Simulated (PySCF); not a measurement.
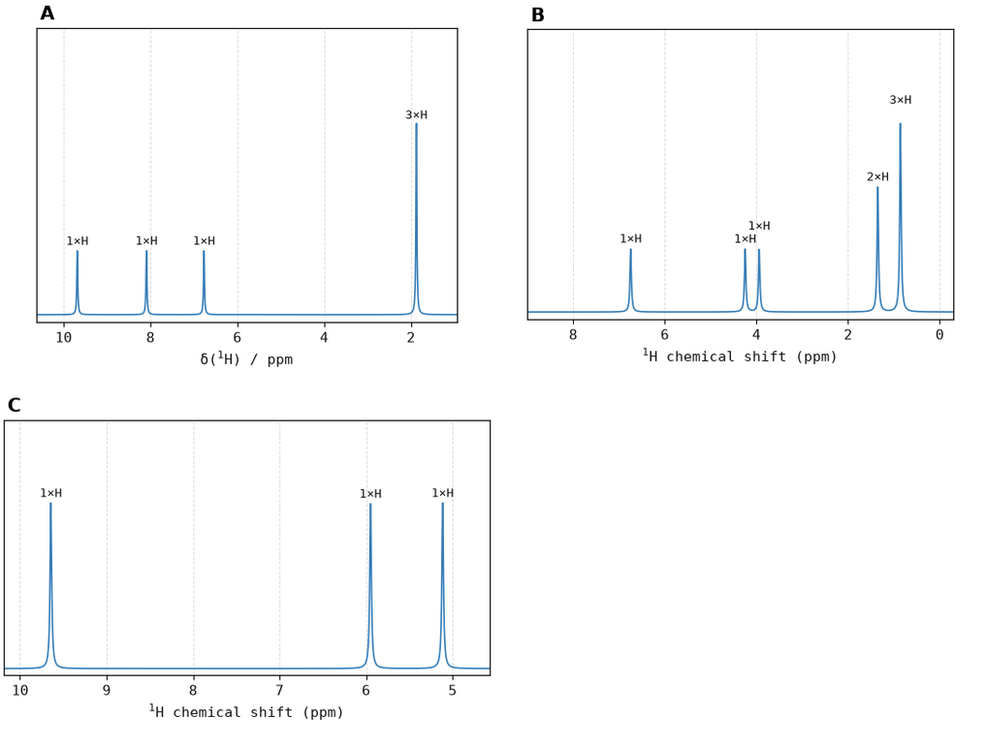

GIAO shifts, PBE0/pcSseg-2, PySCF, at a PBE0-D3(BJ)/def2-SVP geometry (no frequency check), against TMS for ¹H computed at the same level. Gas phase, fully decoupled, line heights follow the number of nuclei, widths are arbitrary (no quadrupolar broadening); values of one conformer, averaged over methyl-type rotors and exact or near symmetry; other conformers aren't averaged in. Protons on N, O or S are those of the isolated molecule, without hydrogen bonds to neighbours or exchange.

> Pair each panel with its molecule.
1. C₃H₈B⁻, SMILES [BH3-]CC=C
2. C₄H₆ClN, SMILES [H]/N=C\C(C)=C\Cl
3. C₃H₃FO, SMILES C=C(F)C=O

A: 2 (9.68 (1 H), 8.09 (1 H), 6.77 (1 H), 1.87 (3 H) ppm)
B: 1 (6.74 (1 H), 4.24 (1 H), 3.94 (1 H), 1.35 (2 H), 0.85 (3 H) ppm)
C: 3 (9.64 (1 H), 5.95 (1 H), 5.11 (1 H) ppm)

Limits of at least one run: an anion in a basis that has no diffuse functions.
